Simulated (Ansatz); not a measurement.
```json
{"atom": "Al", "x (Å)": "-0.6161", "y (Å)": "-0.0642", "z (Å)": "-0.1817"}
{"atom": "S", "x (Å)": "1.1291", "y (Å)": "-0.3431", "z (Å)": "1.0966"}
{"atom": "H", "x (Å)": "-1.9817", "y (Å)": "-0.6501", "z (Å)": "0.3511"}
{"atom": "H", "x (Å)": "-0.4411", "y (Å)": "0.6960", "z (Å)": "-1.5564"}
{"atom": "H", "x (Å)": "1.9597", "y (Å)": "0.2878", "z (Å)": "0.2490"}
```

Geometry: PBE0-D4/def2-TZVP.

Theory: isolated molecule in a Gaussian basis; Kohn-Sham density functional theory, functional Sx+nonec in Ansatz.

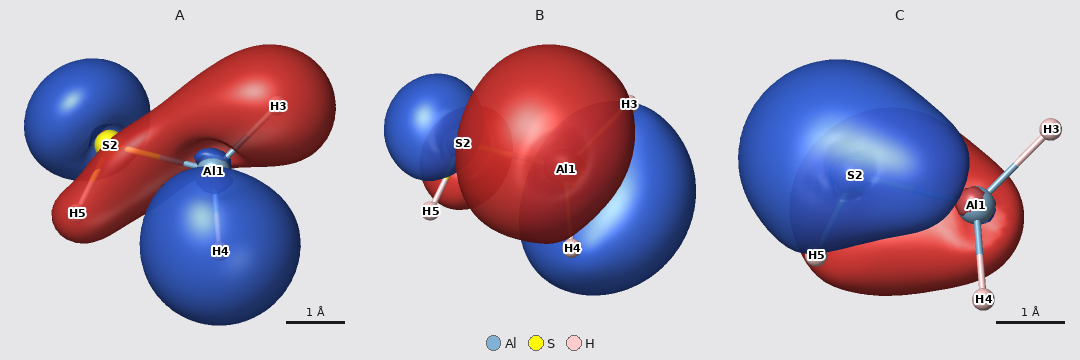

AlH$_{3}$S. Three frontier orbitals at ±0.08 Å⁻³ᐟ² (blue and red are the two phases), in no order.

> Which picture is the HOMO−1, the HOMO and the LUMO?

A is the HOMO−1 (−6.17 eV). By Hirshfeld shares it lies mainly on H4 (about 35 %), Al1 (about 30 %), S2 (about 20 %) and H3 (about 15 %); it is symmetric in the molecular plane (an in-plane orbital: σ, lone-pair or in-plane π type). C is the HOMO (−5.60 eV). By Hirshfeld shares it lies mainly on S2 (about 80 %) and Al1 (about 15 %); it changes sign across the molecular plane (π type). B is the LUMO (−1.38 eV). By Hirshfeld shares it lies mainly on Al1 (about 75 %) and S2 (about 15 %); it changes sign across the molecular plane (π type).

> What is the HOMO–LUMO gap?

4.22 eV between the orbital energies.
